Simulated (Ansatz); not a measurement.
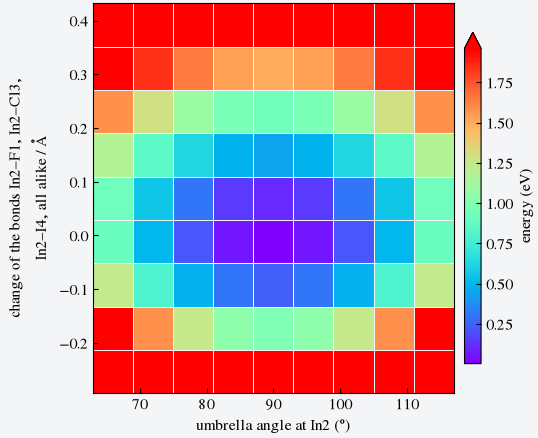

Energy landscape of ClFIIn, SMILES [F][In]([Cl])[I]. 
- Coordinates scanned: (1) umbrella angle at In2 (between each of its bonds and their common axis; 90 is planar); (2) change of the bonds In2–F1, In2–Cl3, In2–I4, all alike.
- Nothing is relaxed (all other coordinates rigid).
- The grid has 9 × 9 points; 45 points were computed and 36 follow by symmetry.
- Points are written as (first, second).
- Energies are in eV, from the relaxed molecule at the same level.
- All numbers below come from Ansatz, RKS r2SCAN-D4/def2-SVP.

Drawn: one coloured cell a grid point, one colour for all values above the top of the scale. 

> Summarise what can be read from the map.

The lowest grid point is at (90°, −0.012 Å), 0.0036 eV from the relaxed molecule at the same level. No other kind of well shows on this grid. The highest grid point, (66°, −0.253 Å), lies 3.62 eV above the lowest. Round the minimum the two coordinates are nearly uncoupled.

The input of one point:

```yaml
crystal:
  periodic: [false, false, false]
  atoms:
    - { symbol: F, position_ang: [0.604427, 1.215536, 1.493098] }
    - { symbol: In, position_ang: [0.066194, 0.011295, 0.075218] }
    - { symbol: Cl, position_ang: [1.137395, -2.042665, 0.072758] }
    - { symbol: I, position_ang: [-1.753108, 0.755293, -1.662176] }
basis:
  gaussian: { orbitals: def2-SVP }
hamiltonian:
  xc: r2scan
  dispersion: d4
output:
  forces: true
```

Each point was launched as `ansatz run input.yaml --threads 1 --pin off --max-ram 2560MiB --backend cpu --events-out ev --progress --plain --runs-dir out`. Time for the 45 points that were run: 6.9 min on 1 thread of Arm Neoverse V2 (shared host).
